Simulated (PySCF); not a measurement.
Input file:

```
{"job": {"kind": "uv", "xc": "CAM-B3LYP", "basis": "def2-SVPD", "nstates": 8, "ntriplets": 3}, "charge": 0, "multiplicity": 1}
F      0.999419     1.721203     0.118819
C      0.455940     0.503500     0.035220
C      1.012022    -0.702110    -0.029353
F      2.261394    -1.130186    -0.035269
Se    -0.617355    -1.718862    -0.117070
C     -1.014694     0.229871    -0.005844
H     -1.528657     0.606361    -0.888554
H     -1.559012     0.499635     0.897486
```

Launched as:

```sh
OMP_NUM_THREADS=1 python probes_run.py task.json out
```

Geometry: GFN2-xTB.

Level of theory: CAM-B3LYP/def2-SVPD, SCF density, gas phase (PySCF 2.14.0).

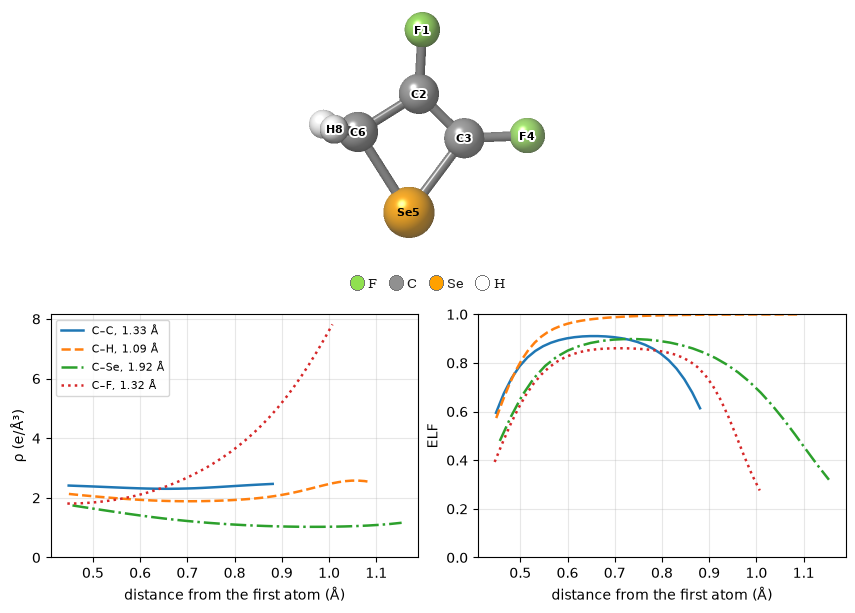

C3H2F2Se. Total electron density and electron localisation function along straight lines between neighbouring atoms. The curves leave out the atomic cores. The structure is drawn too.

What kind of bonding do the profiles show?

Answer. C–C (1.33 Å): ρ at the midpoint is about 2.3 e/Å³; the ELF peaks at about 0.90 between the atoms (a short, multiple covalent bond).
C–H (1.09 Å): ρ is about 2 e/Å³ halfway; the ELF climbs to about 1 towards the hydrogen, as it does in any bond to H (a covalent bond by its length).
C–Se (1.92 Å): the density is about 1 e/Å³ at the midpoint; the ELF peaks at about 0.90 between the atoms; localised, covalent bonding.
C–F (1.32 Å): ρ at the midpoint is about 2.4 e/Å³; the ELF peaks at about 0.85 between the atoms, as expected for a shared but strongly polarised pair.
